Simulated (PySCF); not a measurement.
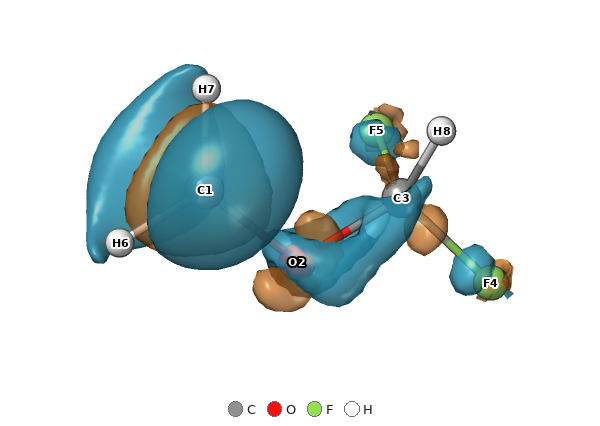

C₂H₃F₂O, doublet, SMILES `[CH2]OC(F)F`. Fukui function f⁺ = ρ(N+1) − ρ(N) at fixed geometry, surfaces at ±0.03 e/Å³ (light blue positive, orange negative).

Computed with PySCF, PBE/6-311+G**, geometry: GFN2-xTB. No frequency check shows the geometry to be a minimum. GFN2-xTB doesn't know the spin state, so this open-shell geometry is rough.

The calculation's input:

```python
import numpy as np
from pyscf import gto, scf, dft
from pyscf.scf import atom_ks, atom_hf
from scipy.linalg import block_diag

def solve(mol, dm0=None, hcore=None):
    mf = (dft.UKS if mol.spin else dft.RKS)(mol, xc='pbe')
    mf.grids.level = 3
    mf = mf.density_fit(auxbasis='def2-universal-jkfit')
    mf.conv_tol, mf.max_cycle = 1e-8, 80
    if hcore is not None:
        mf.get_hcore = lambda *args: hcore
    mf.kernel(dm0)
    if not mf.converged:
        mf = mf.newton().run(mf.mo_coeff, mf.mo_occ, max_cycle=30)
    assert mf.converged, 'SCF not converged'
    return mf

mol = gto.M(atom='''
C      1.90939     0.03445     0.12207
O      0.70172     0.54629    -0.28074
C     -0.39782     0.01307     0.29688
F     -1.45147     0.77409    -0.01252
F     -0.66150    -1.22664    -0.19524
H      2.73211     0.39573    -0.45763
H      1.93643    -0.89360     0.66059
H     -0.33495    -0.08466     1.39909
''', basis='6-311+g**', charge=0, spin=1, verbose=4)
mf = solve(mol)
out = dict(e0=mf.e_tot, dm0=mf.make_rdm1(), c=mf.mo_coeff, occ=mf.mo_occ, eps=mf.mo_energy)
for name, dq, spin in [('cation', 1, 0), ('anion', -1, 0)]:
    ion = mol.copy().set(charge=mol.charge + dq, spin=spin).build()
    mi = solve(ion)
    if spin and dq > 0 and mol.nao < 130:
        c, _, stable, _ = mi.stability(return_status=True)
        if not stable:
            mi = solve(ion, mi.make_rdm1(c, mi.mo_occ))
    print(name, 'vertical energy change / eV', (mi.e_tot - mf.e_tot) * 27.211386)
    out.update({'e_' + name: mi.e_tot, 'dm_' + name: mi.make_rdm1(), 's2_' + name: mi.spin_square()[0], 'eps_' + name: mi.mo_energy, 'occ_' + name: mi.mo_occ})
# spherically averaged free atoms, for the promolecule
atm = atom_ks.get_atm_nrks(mol, xc='pbe')
pro = block_diag(*[(atm[a[0]][2] * atm[a[0]][3]) @ atm[a[0]][2].T for a in mol._atom])
np.savez('result.npz', pro=pro, **out)
```

Launched as:

```sh
OMP_NUM_THREADS=1 python input.py
```

The run took 32 s on 1 thread of Intel(R) Xeon(R) 6975P-C (Granite Rapids), with other jobs on the host, peak memory 0.48 GiB.

Partitions, critical points and surface values were worked out afterwards from this run's density.

Question: On which atoms does the density change most on addition of an electron?

Answer: f⁺ (Hirshfeld-condensed) is largest on C1 (0.40); the vertical electron affinity is −0.01 eV (to the singlet anion, which needn't be its lowest state; negative: at this level and geometry the extra electron isn't bound, and the finite basis holds it). Condensed values hint at sites of nucleophilic attack but needn't mark the atom that reacts. Orbital relaxation makes it negative in places (0.13 e in all).

| atom | f⁺ | charge |
| --- | --- | --- |
| C1 | +0.40 | −0.03 |
| O2 | +0.07 | −0.10 |
| C3 | +0.07 | +0.19 |
| F4 | +0.05 | −0.09 |
| F5 | +0.05 | −0.11 |
| H6 | +0.13 | +0.05 |
| H7 | +0.13 | +0.04 |
| H8 | +0.10 | +0.05 |
